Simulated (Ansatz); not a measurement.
Electronic density of states of amorphous In9Ga9Zn9O38Sn, density 5.92 g/cm³, on a 2×2×2 Γ-centred mesh with a Gaussian width of 0.1 eV; energies count from the Fermi level, whose place inside the gap is arbitrary. Cell and mesh are small, so fine structure isn't converged. All values below come from PBE, scalar-relativistic without spin-orbit coupling (plane waves to 420 eV, PAW; Ansatz, an electronic-structure program). Sampling: a 2×2×2 Γ-centred mesh; Fermi-Dirac width 0.02 eV; no spin polarisation. At PBE the levels at the filled edge of the gap are localised (band-tail or defect states).

It comes from a melt-quench run on a machine-learned potential (CHGNet), relaxed afterwards by DFT. O atoms were pushed apart under 1.9 Å during the dynamics, to hinder bonds among them. The hot cell started wider than the set density and was brought back towards it in steps. It is the lowest in DFT energy of 2 quenches. It is a model cell: composition and starting density were chosen by hand, and all elements were melted together. No dispersion term was used. Its density started from a set value of 5.91 and ended at 5.92 g/cm³. The simulated quench (nominally 260 K/ps over its main leg) is rapid and tends to freeze in more defects than a deposited or slowly cooled glass has. One small periodic cell is one sample of the glass; other quenches scatter about these values. Volume and shape were free in the relaxation.

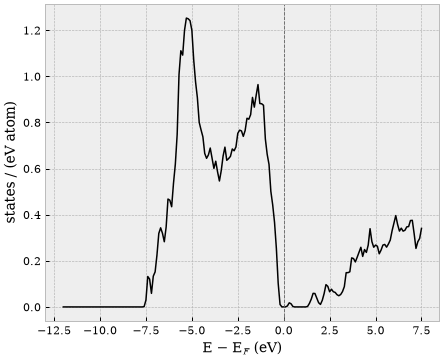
*Density of states per atom*

The level gap on this mesh is 0.69 eV; the broadening fills part of it in the curve.
